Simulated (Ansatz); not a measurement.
# Molecular dynamics, with input and output: GeH2ClF (part 1 of 2)

GeH2ClF, computed with RKS B3LYP-D4/def2-SVP (Ansatz 0.2.0).

It belongs to a series of runs on one base structure; here: dynamics from the start. Figures and captions count atoms from 1; the log counts them from 0 in places.

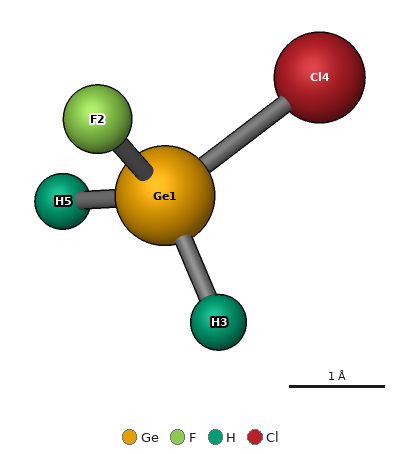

**Figure 1.** The input geometry (ball-and-stick view, seen at a tilt; atoms are numbered from 1 in the order of the input). Sticks mark near contacts.

**Results in brief**

```tsv
quantity	value
outcome	finished
mean temperature over the second half	1943 K
trajectory	100 steps, 50 fs
ensemble	nvt_langevin
temperature in the input	3000.0 K
time step	0.5 fs
potential energy (last step)	−71779.3738 eV
mean-field energy (last step)	−71779.2347 eV
largest force (length of the vector) (last step)	4.453 eV/Å
hardware	1 thread of AMD EPYC (Zen 3), 32 GiB of memory available, shared host
wall time	4.1 min
peak memory	0.17 GiB
```

So short a trajectory is not equilibrated. The logged temperature at the start can lie below the typed one, since it is counted over all degrees of freedom. The temperature stays far from the 3000 K of the thermostat over the second half: the run isn't equilibrated.

**Input**
```yaml
crystal:
  periodic: [false, false, false]
  atoms:
    - { symbol: Ge, position_ang: [0.01234, -0.020802, -0.059509] }
    - { symbol: F, position_ang: [-0.003288, 0.005908, 1.68133] }
    - { symbol: H, position_ang: [1.479589, 0.055411, -0.496447] }
    - { symbol: Cl, position_ang: [-1.01543, 1.759505, -0.720367] }
    - { symbol: H, position_ang: [-0.787212, -1.253322, -0.496708] }
basis:
  gaussian: { orbitals: def2-SVP }
hamiltonian:
  xc: b3lyp
  dispersion: d4
md:
  timestep: 0.5
  n_steps: 100
  ensemble: nvt_langevin
  temperature: 3000.0
  initial_velocities: maxwell_boltzmann
  seed: 546880
  friction: 0.01
  temperature_schedule:
    - { n_steps: 25, end_temperature: 3000.0 }
    - { n_steps: 75, end_temperature: 6000.0 }
```

Command:
```bash
ansatz run input.yaml --threads 1 --pin off --max-ram 2048MiB --backend cpu --events-out ev --progress --plain --runs-dir out
```

**The program's output**
```
Engine: ansatz 0.2.0, x86_64-unknown-linux-gnu
Functional definition: B3LYP
  parameter a0 = 0.2
  parameter ax = 0.72
  parameter ac = 0.81
  exchange = (1 - a0 - ax)*slater_x + ax*b88_x + a0*exact_x
  correlation = (1 - ac)*vwn_rpa_c + ac*lyp_c
759 factors; integrals over basis functions are off by at most 3.3e-4 eV
mean field evaluation 1: about -71778.5528 eV, gradient 3.7e1 eV
mean field evaluation 2: about -71773.3435 eV, gradient 7.0e1 eV
mean field evaluation 4: about -71780.6191 eV, gradient 2.2e0 eV
mean field evaluation 8: about -71780.6341 eV, gradient 5.6e-2 eV
mean field -71780.63413848 eV, -2637.8896499277 hartree, gradient 1.4e-5 eV, S^2 0.000000; 0 other end points of the search recorded, 0 dependent functions left out
the calculation of the forces begins
reference -71780.63434075 eV, -2637.8896573612 hartree; 30, 30 occupied and 44, 44 virtual orbitals, 759 factors
md step     0: t =     0.00 fs  T =  2400.0 K (target 3000.0 K)  F+E_penalty+E_count = -71780.77575658 eV  E_kin = 1.551120 eV  (25 SCF iters)
these checks for a lower state are left out or cut short: starts, cluster_reference, orbital_swaps, neighbouring_geometries, increment
759 factors; integrals over basis functions are off by at most 3.3e-4 eV
mean field evaluation 16: about -71780.6244 eV, gradient 7.0e-1 eV
mean field -71780.63288565 eV, -2637.8896038871 hartree, gradient 7.9e-5 eV, S^2 0.000000; 0 other end points of the search recorded, 0 dependent functions left out
the calculation of the forces begins
reference -71780.63308822 eV, -2637.8896113315 hartree; 30, 30 occupied and 44, 44 virtual orbitals, 759 factors
md step     1: t =     0.50 fs  T =  2410.2 K (target 3000.0 K)  F+E_penalty+E_count = -71780.77427068 eV  E_kin = 1.557693 eV  (26 SCF iters, 3 dispersion substeps)
[... from here on the SCF iterations and repeated set-up lines of each step are left out, up to the last step ...]
md step     2: t =     1.00 fs  T =  2486.6 K (target 3000.0 K)  F+E_penalty+E_count = -71780.76985987 eV  E_kin = 1.607061 eV  (26 SCF iters, 3 dispersion substeps)
md step     3: t =     1.50 fs  T =  2505.9 K (target 3000.0 K)  F+E_penalty+E_count = -71780.76245857 eV  E_kin = 1.619590 eV  (26 SCF iters, 3 dispersion substeps)
md step     4: t =     2.00 fs  T =  2533.4 K (target 3000.0 K)  F+E_penalty+E_count = -71780.75170743 eV  E_kin = 1.637337 eV  (26 SCF iters, 3 dispersion substeps)
md step     5: t =     2.50 fs  T =  2606.1 K (target 3000.0 K)  F+E_penalty+E_count = -71780.73661658 eV  E_kin = 1.684328 eV  (25 SCF iters, 3 dispersion substeps)
md step     6: t =     3.00 fs  T =  2390.3 K (target 3000.0 K)  F+E_penalty+E_count = -71780.71649088 eV  E_kin = 1.544864 eV  (25 SCF iters, 3 dispersion substeps)
md step     7: t =     3.50 fs  T =  2602.9 K (target 3000.0 K)  F+E_penalty+E_count = -71780.69388107 eV  E_kin = 1.682252 eV  (25 SCF iters, 3 dispersion substeps)
md step     8: t =     4.00 fs  T =  2553.6 K (target 3000.0 K)  F+E_penalty+E_count = -71780.67237376 eV  E_kin = 1.650384 eV  (25 SCF iters, 3 dispersion substeps)
md step     9: t =     4.50 fs  T =  2563.8 K (target 3000.0 K)  F+E_penalty+E_count = -71780.64997332 eV  E_kin = 1.656962 eV  (25 SCF iters, 3 dispersion substeps)
md step    10: t =     5.00 fs  T =  2807.8 K (target 3000.0 K)  F+E_penalty+E_count = -71780.62544530 eV  E_kin = 1.814665 eV  (25 SCF iters, 3 dispersion substeps)
md step    11: t =     5.50 fs  T =  2954.3 K (target 3000.0 K)  F+E_penalty+E_count = -71780.59940870 eV  E_kin = 1.909342 eV  (26 SCF iters, 3 dispersion substeps)
md step    12: t =     6.00 fs  T =  2828.5 K (target 3000.0 K)  F+E_penalty+E_count = -71780.57208424 eV  E_kin = 1.828045 eV  (26 SCF iters, 3 dispersion substeps)
md step    13: t =     6.50 fs  T =  2930.3 K (target 3000.0 K)  F+E_penalty+E_count = -71780.54559092 eV  E_kin = 1.893835 eV  (26 SCF iters, 3 dispersion substeps)
md step    14: t =     7.00 fs  T =  2958.7 K (target 3000.0 K)  F+E_penalty+E_count = -71780.51908857 eV  E_kin = 1.912230 eV  (26 SCF iters, 3 dispersion substeps)
md step    15: t =     7.50 fs  T =  3046.9 K (target 3000.0 K)  F+E_penalty+E_count = -71780.49142734 eV  E_kin = 1.969205 eV  (26 SCF iters, 3 dispersion substeps)
md step    16: t =     8.00 fs  T =  2977.1 K (target 3000.0 K)  F+E_penalty+E_count = -71780.46112077 eV  E_kin = 1.924108 eV  (26 SCF iters, 3 dispersion substeps)
md step    17: t =     8.50 fs  T =  2815.5 K (target 3000.0 K)  F+E_penalty+E_count = -71780.42841235 eV  E_kin = 1.819677 eV  (26 SCF iters, 3 dispersion substeps)
md step    18: t =     9.00 fs  T =  2990.5 K (target 3000.0 K)  F+E_penalty+E_count = -71780.39398084 eV  E_kin = 1.932757 eV  (26 SCF iters, 3 dispersion substeps)
md step    19: t =     9.50 fs  T =  2809.9 K (target 3000.0 K)  F+E_penalty+E_count = -71780.35917318 eV  E_kin = 1.816068 eV  (26 SCF iters, 3 dispersion substeps)
md step    20: t =    10.00 fs  T =  2522.8 K (target 3000.0 K)  F+E_penalty+E_count = -71780.32852103 eV  E_kin = 1.630480 eV  (23 SCF iters, 3 dispersion substeps)
md step    21: t =    10.50 fs  T =  2704.4 K (target 3000.0 K)  F+E_penalty+E_count = -71780.30326771 eV  E_kin = 1.747877 eV  (24 SCF iters, 3 dispersion substeps)
md step    22: t =    11.00 fs  T =  2737.2 K (target 3000.0 K)  F+E_penalty+E_count = -71780.28484560 eV  E_kin = 1.769068 eV  (25 SCF iters, 3 dispersion substeps)
md step    23: t =    11.50 fs  T =  2879.3 K (target 3000.0 K)  F+E_penalty+E_count = -71780.27107745 eV  E_kin = 1.860896 eV  (26 SCF iters, 3 dispersion substeps)
md step    24: t =    12.00 fs  T =  2687.4 K (target 3000.0 K)  F+E_penalty+E_count = -71780.25606634 eV  E_kin = 1.736835 eV  (26 SCF iters, 3 dispersion substeps)
md step    25: t =    12.50 fs  T =  2773.0 K (target 3000.0 K)  F+E_penalty+E_count = -71780.23799908 eV  E_kin = 1.792175 eV  (27 SCF iters, 3 dispersion substeps)
md step    26: t =    13.00 fs  T =  2756.3 K (target 3020.0 K)  F+E_penalty+E_count = -71780.22011295 eV  E_kin = 1.781376 eV  (26 SCF iters, 3 dispersion substeps)
md step    27: t =    13.50 fs  T =  2743.8 K (target 3060.0 K)  F+E_penalty+E_count = -71780.20801229 eV  E_kin = 1.773306 eV  (26 SCF iters, 3 dispersion substeps)
md step    28: t =    14.00 fs  T =  2597.5 K (target 3100.0 K)  F+E_penalty+E_count = -71780.19978586 eV  E_kin = 1.678787 eV  (27 SCF iters, 3 dispersion substeps)
md step    29: t =    14.50 fs  T =  2882.7 K (target 3140.0 K)  F+E_penalty+E_count = -71780.19470604 eV  E_kin = 1.863088 eV  (26 SCF iters, 3 dispersion substeps)
md step    30: t =    15.00 fs  T =  2852.2 K (target 3180.0 K)  F+E_penalty+E_count = -71780.19389122 eV  E_kin = 1.843375 eV  (27 SCF iters, 3 dispersion substeps)
md step    31: t =    15.50 fs  T =  3070.1 K (target 3220.0 K)  F+E_penalty+E_count = -71780.19941400 eV  E_kin = 1.984210 eV  (26 SCF iters, 3 dispersion substeps)
md step    32: t =    16.00 fs  T =  3120.3 K (target 3260.0 K)  F+E_penalty+E_count = -71780.21087344 eV  E_kin = 2.016640 eV  (27 SCF iters, 3 dispersion substeps)
md step    33: t =    16.50 fs  T =  2864.1 K (target 3300.0 K)  F+E_penalty+E_count = -71780.22039724 eV  E_kin = 1.851041 eV  (26 SCF iters, 3 dispersion substeps)
md step    34: t =    17.00 fs  T =  2846.7 K (target 3340.0 K)  F+E_penalty+E_count = -71780.22568454 eV  E_kin = 1.839823 eV  (27 SCF iters, 3 dispersion substeps)
md step    35: t =    17.50 fs  T =  2988.3 K (target 3380.0 K)  F+E_penalty+E_count = -71780.22899412 eV  E_kin = 1.931346 eV  (27 SCF iters, 3 dispersion substeps)
md step    36: t =    18.00 fs  T =  2883.0 K (target 3420.0 K)  F+E_penalty+E_count = -71780.22808610 eV  E_kin = 1.863253 eV  (27 SCF iters, 3 dispersion substeps)
md step    37: t =    18.50 fs  T =  2766.5 K (target 3460.0 K)  F+E_penalty+E_count = -71780.22151540 eV  E_kin = 1.787969 eV  (27 SCF iters, 3 dispersion substeps)
md step    38: t =    19.00 fs  T =  2691.3 K (target 3500.0 K)  F+E_penalty+E_count = -71780.21165405 eV  E_kin = 1.739409 eV  (27 SCF iters, 3 dispersion substeps)
md step    39: t =    19.50 fs  T =  2598.0 K (target 3540.0 K)  F+E_penalty+E_count = -71780.20056161 eV  E_kin = 1.679063 eV  (27 SCF iters, 3 dispersion substeps)
md step    40: t =    20.00 fs  T =  2596.7 K (target 3580.0 K)  F+E_penalty+E_count = -71780.18749234 eV  E_kin = 1.678256 eV  (25 SCF iters, 3 dispersion substeps)
md step    41: t =    20.50 fs  T =  2682.0 K (target 3620.0 K)  F+E_penalty+E_count = -71780.17366112 eV  E_kin = 1.733370 eV  (26 SCF iters, 3 dispersion substeps)
md step    42: t =    21.00 fs  T =  2788.8 K (target 3660.0 K)  F+E_penalty+E_count = -71780.15994465 eV  E_kin = 1.802377 eV  (26 SCF iters, 3 dispersion substeps)
md step    43: t =    21.50 fs  T =  2656.2 K (target 3700.0 K)  F+E_penalty+E_count = -71780.14480584 eV  E_kin = 1.716679 eV  (25 SCF iters, 3 dispersion substeps)
md step    44: t =    22.00 fs  T =  2524.6 K (target 3740.0 K)  F+E_penalty+E_count = -71780.13352948 eV  E_kin = 1.631628 eV  (25 SCF iters, 3 dispersion substeps)
md step    45: t =    22.50 fs  T =  2300.5 K (target 3780.0 K)  F+E_penalty+E_count = -71780.12756226 eV  E_kin = 1.486833 eV  (25 SCF iters, 3 dispersion substeps)
md step    46: t =    23.00 fs  T =  2136.7 K (target 3820.0 K)  F+E_penalty+E_count = -71780.12604952 eV  E_kin = 1.380963 eV  (27 SCF iters, 3 dispersion substeps)
md step    47: t =    23.50 fs  T =  2071.3 K (target 3860.0 K)  F+E_penalty+E_count = -71780.13135454 eV  E_kin = 1.338651 eV  (26 SCF iters, 3 dispersion substeps)
md step    48: t =    24.00 fs  T =  2206.6 K (target 3900.0 K)  F+E_penalty+E_count = -71780.13743064 eV  E_kin = 1.426142 eV  (25 SCF iters, 3 dispersion substeps)
md step    49: t =    24.50 fs  T =  2237.6 K (target 3940.0 K)  F+E_penalty+E_count = -71780.14282938 eV  E_kin = 1.446166 eV  (25 SCF iters, 3 dispersion substeps)
md step    50: t =    25.00 fs  T =  2325.0 K (target 3980.0 K)  F+E_penalty+E_count = -71780.14727187 eV  E_kin = 1.502623 eV  (26 SCF iters, 3 dispersion substeps)
md step    51: t =    25.50 fs  T =  2194.9 K (target 4020.0 K)  F+E_penalty+E_count = -71780.14723099 eV  E_kin = 1.418585 eV  (26 SCF iters, 3 dispersion substeps)
md step    52: t =    26.00 fs  T =  2392.9 K (target 4060.0 K)  F+E_penalty+E_count = -71780.14080668 eV  E_kin = 1.546563 eV  (25 SCF iters, 3 dispersion substeps)
md step    53: t =    26.50 fs  T =  2255.0 K (target 4100.0 K)  F+E_penalty+E_count = -71780.12723366 eV  E_kin = 1.457407 eV  (25 SCF iters, 3 dispersion substeps)
md step    54: t =    27.00 fs  T =  1975.5 K (target 4140.0 K)  F+E_penalty+E_count = -71780.10901939 eV  E_kin = 1.276792 eV  (25 SCF iters, 3 dispersion substeps)
md step    55: t =    27.50 fs  T =  1914.6 K (target 4180.0 K)  F+E_penalty+E_count = -71780.08883047 eV  E_kin = 1.237425 eV  (26 SCF iters, 3 dispersion substeps)
md step    56: t =    28.00 fs  T =  1877.1 K (target 4220.0 K)  F+E_penalty+E_count = -71780.07045783 eV  E_kin = 1.213188 eV  (25 SCF iters, 3 dispersion substeps)
md step    57: t =    28.50 fs  T =  1764.3 K (target 4260.0 K)  F+E_penalty+E_count = -71780.05776947 eV  E_kin = 1.140260 eV  (25 SCF iters, 3 dispersion substeps)
md step    58: t =    29.00 fs  T =  1827.5 K (target 4300.0 K)  F+E_penalty+E_count = -71780.05385840 eV  E_kin = 1.181134 eV  (25 SCF iters, 3 dispersion substeps)
md step    59: t =    29.50 fs  T =  1795.2 K (target 4340.0 K)  F+E_penalty+E_count = -71780.05297290 eV  E_kin = 1.160230 eV  (25 SCF iters, 3 dispersion substeps)
md step    60: t =    30.00 fs  T =  1878.2 K (target 4380.0 K)  F+E_penalty+E_count = -71780.05823803 eV  E_kin = 1.213909 eV  (25 SCF iters, 3 dispersion substeps)
md step    61: t =    30.50 fs  T =  2011.0 K (target 4420.0 K)  F+E_penalty+E_count = -71780.06852800 eV  E_kin = 1.299740 eV  (26 SCF iters, 3 dispersion substeps)
md step    62: t =    31.00 fs  T =  2022.5 K (target 4460.0 K)  F+E_penalty+E_count = -71780.07801282 eV  E_kin = 1.307110 eV  (26 SCF iters, 3 dispersion substeps)
md step    63: t =    31.50 fs  T =  2296.6 K (target 4500.0 K)  F+E_penalty+E_count = -71780.08497876 eV  E_kin = 1.484314 eV  (25 SCF iters, 3 dispersion substeps)
md step    64: t =    32.00 fs  T =  1982.7 K (target 4540.0 K)  F+E_penalty+E_count = -71780.08590432 eV  E_kin = 1.281428 eV  (25 SCF iters, 3 dispersion substeps)
md step    65: t =    32.50 fs  T =  2194.3 K (target 4580.0 K)  F+E_penalty+E_count = -71780.08157161 eV  E_kin = 1.418189 eV  (25 SCF iters, 3 dispersion substeps)
md step    66: t =    33.00 fs  T =  2145.2 K (target 4620.0 K)  F+E_penalty+E_count = -71780.07254377 eV  E_kin = 1.386421 eV  (25 SCF iters, 3 dispersion substeps)
md step    67: t =    33.50 fs  T =  2017.6 K (target 4660.0 K)  F+E_penalty+E_count = -71780.06186397 eV  E_kin = 1.303965 eV  (25 SCF iters, 3 dispersion substeps)
md step    68: t =    34.00 fs  T =  1719.1 K (target 4700.0 K)  F+E_penalty+E_count = -71780.04930600 eV  E_kin = 1.111038 eV  (26 SCF iters, 3 dispersion substeps)
md step    69: t =    34.50 fs  T =  1477.8 K (target 4740.0 K)  F+E_penalty+E_count = -71780.03811251 eV  E_kin = 0.955086 eV  (25 SCF iters, 3 dispersion substeps)
md step    70: t =    35.00 fs  T =  1394.4 K (target 4780.0 K)  F+E_penalty+E_count = -71780.03628042 eV  E_kin = 0.901180 eV  (26 SCF iters, 3 dispersion substeps)
md step    71: t =    35.50 fs  T =  1473.9 K (target 4820.0 K)  F+E_penalty+E_count = -71780.04369727 eV  E_kin = 0.952613 eV  (26 SCF iters, 3 dispersion substeps)
md step    72: t =    36.00 fs  T =  1469.9 K (target 4860.0 K)  F+E_penalty+E_count = -71780.05669318 eV  E_kin = 0.950012 eV  (26 SCF iters, 3 dispersion substeps)
md step    73: t =    36.50 fs  T =  1364.2 K (target 4900.0 K)  F+E_penalty+E_count = -71780.07813621 eV  E_kin = 0.881690 eV  (26 SCF iters, 3 dispersion substeps)
md step    74: t =    37.00 fs  T =  1336.6 K (target 4940.0 K)  F+E_penalty+E_count = -71780.10789357 eV  E_kin = 0.863870 eV  (27 SCF iters, 3 dispersion substeps)
md step    75: t =    37.50 fs  T =  1508.5 K (target 4980.0 K)  F+E_penalty+E_count = -71780.14168536 eV  E_kin = 0.974964 eV  (26 SCF iters, 3 dispersion substeps)
md step    76: t =    38.00 fs  T =  1743.6 K (target 5020.0 K)  F+E_penalty+E_count = -71780.17764744 eV  E_kin = 1.126909 eV  (26 SCF iters, 3 dispersion substeps)
md step    77: t =    38.50 fs  T =  1682.9 K (target 5060.0 K)  F+E_penalty+E_count = -71780.20755338 eV  E_kin = 1.087662 eV  (26 SCF iters, 3 dispersion substeps)
md step    78: t =    39.00 fs  T =  1952.2 K (target 5100.0 K)  F+E_penalty+E_count = -71780.22919446 eV  E_kin = 1.261734 eV  (25 SCF iters, 3 dispersion substeps)
md step    79: t =    39.50 fs  T =  2015.3 K (target 5140.0 K)  F+E_penalty+E_count = -71780.24168303 eV  E_kin = 1.302502 eV  (25 SCF iters, 3 dispersion substeps)
md step    80: t =    40.00 fs  T =  2037.4 K (target 5180.0 K)  F+E_penalty+E_count = -71780.24641820 eV  E_kin = 1.316759 eV  (25 SCF iters, 3 dispersion substeps)
md step    81: t =    40.50 fs  T =  2132.2 K (target 5220.0 K)  F+E_penalty+E_count = -71780.24283838 eV  E_kin = 1.378063 eV  (25 SCF iters, 3 dispersion substeps)
md step    82: t =    41.00 fs  T =  2064.9 K (target 5260.0 K)  F+E_penalty+E_count = -71780.22859638 eV  E_kin = 1.334545 eV  (26 SCF iters, 3 dispersion substeps)
```
